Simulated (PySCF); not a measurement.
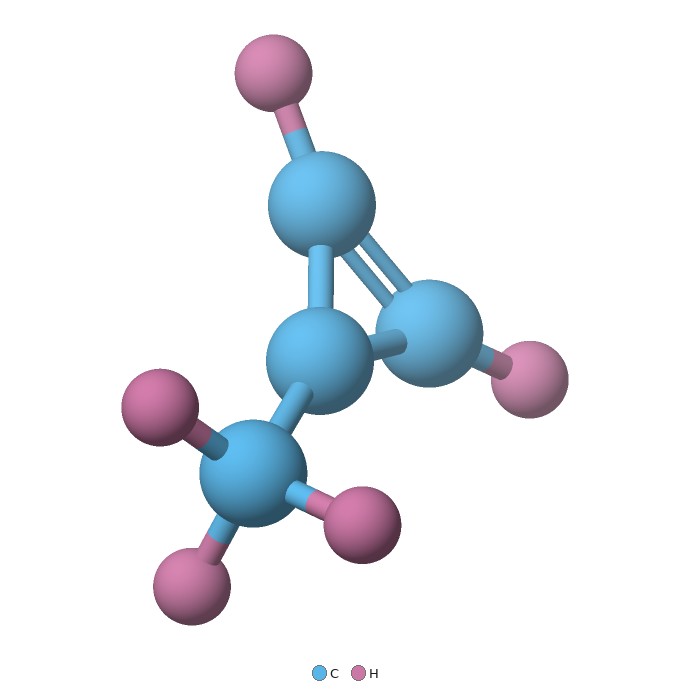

A ball-and-stick model of a molecule. Double and triple bonds are drawn as two and three sticks.

State: charge +1, singlet.

What does the picture show?

It has 9 atoms: 4 carbon and 5 hydrogen (C₄H₅⁺). As SMILES it reads `C[c+]1cc1`. Independent rings (smallest set): 1 of 3 members, 1 of them aromatic. Coordination, clear cases only: 1 C tetrahedral.

The parts below concern this one geometry. Atoms keep their numbers from picture to picture. The computed structure is the end point of a PBE0-D3(BJ)/def2-SVP optimisation. No frequency run is at hand to confirm it as a minimum.

**Geometry**

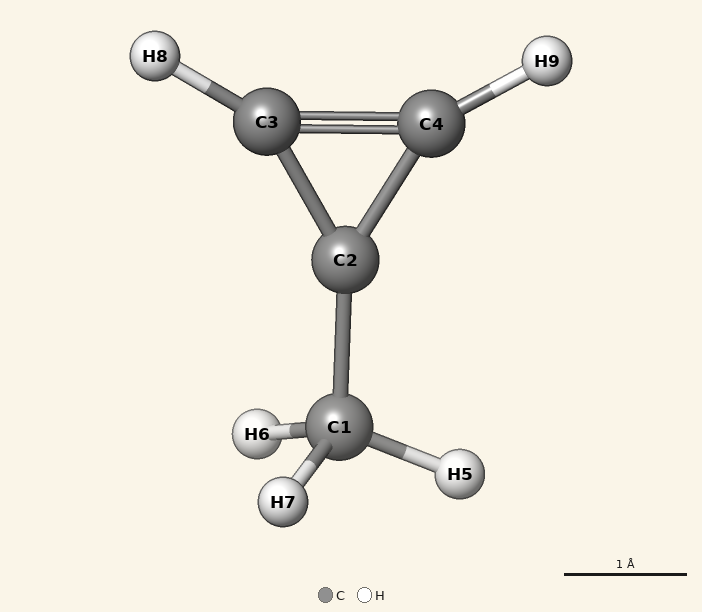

Numbered structure. No frequency run is at hand to confirm it as a minimum.

Which atoms are bonded, and how long are the bonds?

```csv
bond,length (Å),order
C1–C2,1.454,single
C1–H5,1.096,single
C1–H6,1.103,single
C1–H7,1.104,single
C2–C3,1.375,aromatic
C2–C4,1.374,aromatic
C3–C4,1.356,aromatic
C3–H8,1.093,single
C4–H9,1.093,single
```

**Core levels**

No frequency run is at hand to confirm it as a minimum. Properties computed with delta-SCF UKS SCAN, pcX-2 on the ionised atom, pcseg-1 elsewhere, spin-free X2C (PySCF 2.14.0).

Give the core-electron binding energies (to vacuum) of C1 1s, C2 1s, C3 1s.

| atom | level | binding energy (eV) |
| --- | --- | --- |
| C1 | 1s | 297.1 |
| C2 | 1s | 299.5 |
| C3 | 1s | 299.1 |

**Excitation**

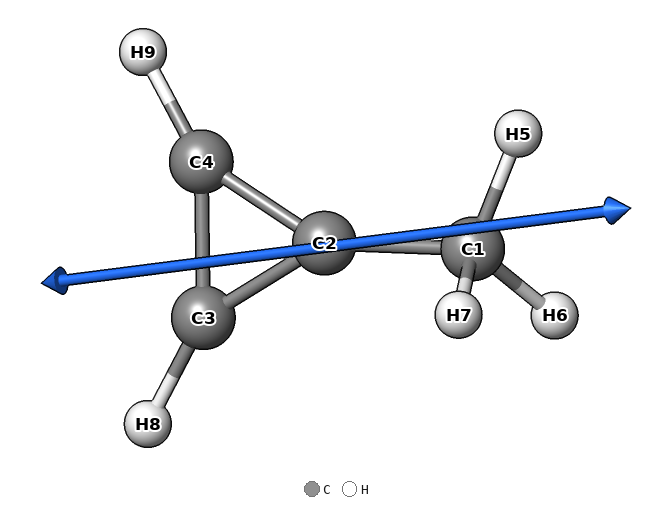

The double arrow shows the direction of the transition dipole to excited singlet state 5 (its length means nothing). No frequency run is at hand to confirm it as a minimum. Level of theory: TDDFT ωB97X-D/def2-SVPD, vertical, gas phase, core orbitals frozen in the response (PySCF 2.14.0).

How is the transition polarised?

Answer. Nearly parallel to the C1–C2 bond.

Give its energy, strength and character.

Answer. 8.54 eV (145 nm), oscillator strength 0.24, mainly HOMO−1 → LUMO+1 (weight 0.52); transition dipole 2.74 D.

**Spin–spin coupling**

No frequency run is at hand to confirm it as a minimum. Method: B3LYP/pcJ-1 indirect spin-spin coupling, non-relativistic, gas phase (PySCF 2.14.0). Isotopes: 13C, 1H.

Give the spin–spin coupling constants of these pairs, with the number of bonds between them: C1/H7, C3/C4, C4/H9, C1/C4, C1/C3, C2/H5, C2/H8, C2/H9, C3/H9, H5/H7, C4/H7.

```csv
pair,bonds apart,J (Hz)
"C1, H7",1,139.5
"C3, C4",1,28.0
"C4, H9",1,272.5
"C1, C4",2,−1.7
"C1, C3",2,−2.1
"C2, H5",2,−6.1
"C2, H8",2,2.7
"C2, H9",2,2.7
"C3, H9",2,0.6
"H5, H7",2,−15.7
"C4, H7",3,4.0
```
